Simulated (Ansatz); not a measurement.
C₃H₈O₂Sn (SMILES CC(C)[O][Sn][OH])

The calculation's input:

```
crystal:
  periodic: [false, false, false]
  atoms:
    - {symbol: C, position_ang: [0.575899, -0.088726, 1.213655]}
    - {symbol: C, position_ang: [-0.050204, -0.231951, -0.162915]}
    - {symbol: C, position_ang: [-0.175057, -1.685133, -0.578066]}
    - {symbol: O, position_ang: [-1.333099, 0.348601, -0.177371]}
    - {symbol: Sn, position_ang: [-1.847829, 2.231014, -0.514076]}
    - {symbol: O, position_ang: [-0.048128, 3.012515, -0.792735]}
    - {symbol: H, position_ang: [-0.058600, -0.571359, 1.961210]}
    - {symbol: H, position_ang: [1.565782, -0.551139, 1.247368]}
    - {symbol: H, position_ang: [0.682266, 0.964726, 1.486015]}
    - {symbol: H, position_ang: [0.604538, 0.270653, -0.895799]}
    - {symbol: H, position_ang: [-0.810400, -2.221345, 0.131220]}
    - {symbol: H, position_ang: [-0.629618, -1.760279, -1.567478]}
    - {symbol: H, position_ang: [0.803757, -2.170808, -0.606641]}
    - {symbol: H, position_ang: [0.707692, 2.424130, -0.715685]}
basis:
  gaussian: {orbitals: def2-TZVPP}
hamiltonian: {xc: pbe0, dispersion: d4}
output: {orbitals: {seedname: orbitals}}
```

Command:

```sh
ansatz run in.yaml --threads 4 --pin off --events-out ev --progress --plain --max-ram 11315MiB
```

Geometry: PBE0-D4/def2-TZVP; core potentials replace the inner electrons of Sn.

Method: Ansatz 0.2.0, RKS PBE0-D4/def2-TZVPP.

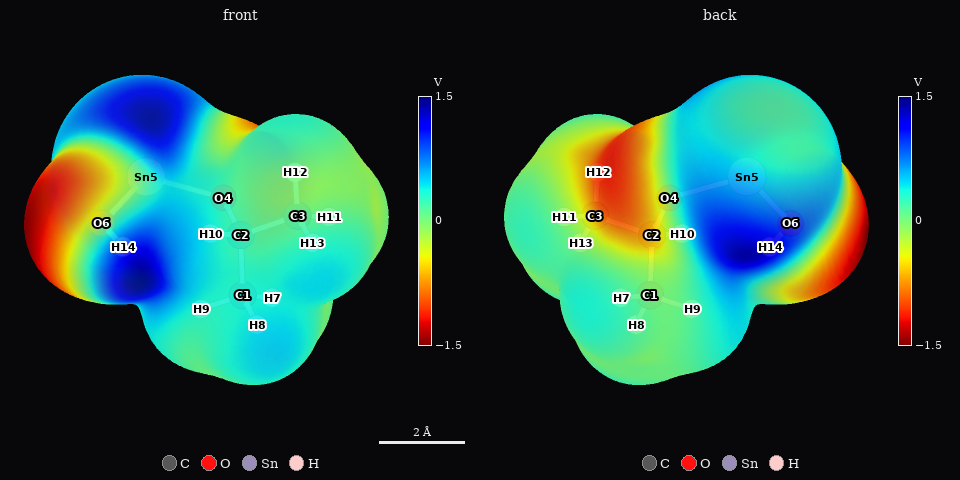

Figure 1. The electrostatic potential painted on the density surface at 0.001 e/bohr³, seen from the front and from behind; the colour scale runs from red (negative) to blue (positive).

### Describe the electrostatic potential map.

The most negative region (about −1.4 V, or −32 kcal/mol for a unit charge) lies over O6, the most positive (about +1.4 V, or +32 kcal/mol for a unit charge) over Sn5 and H14. O6 is the likeliest acceptor of a hydrogen bond.

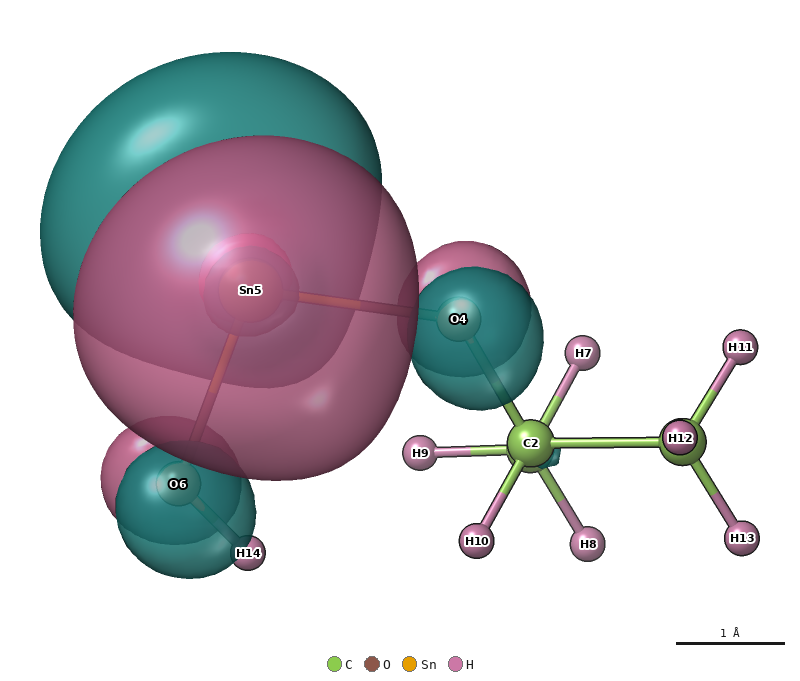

Figure 2. One frontier orbital at ±0.08 Å⁻³ᐟ² (teal and pink are the two phases), seen from one side.

### Which orbital is it: HOMO or LUMO?

The LUMO, at −1.91 eV. Its weight (Hirshfeld) is mainly on Sn5 (about 85 %), O6 (about 5 %) and O4 (about 5 %).

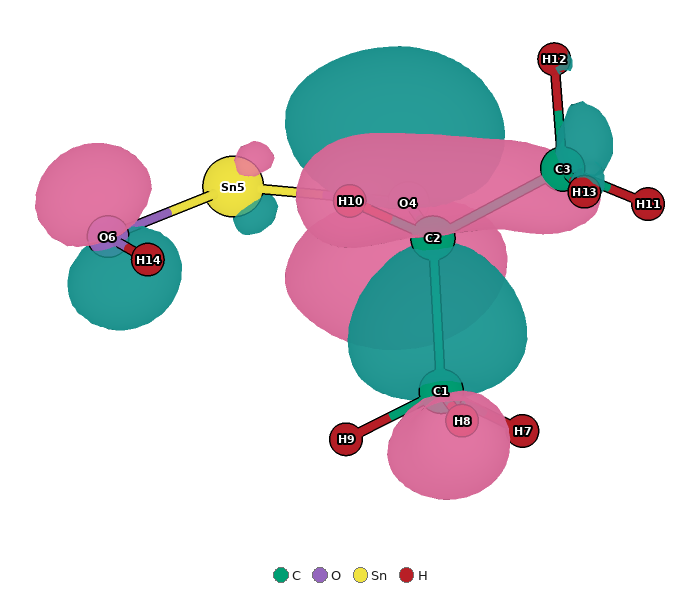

Figure 3. The HOMO−1 at ±0.1 Å⁻³ᐟ² (teal and pink are the two phases), seen at an oblique angle.

### What is the character of this orbital?

Its weight (Hirshfeld) is mainly on O4 (about 55 %), C2 (about 10 %), C1 (about 10 %), Sn5 (about 10 %) and O6 (about 5 %). Its energy is −7.74 eV.
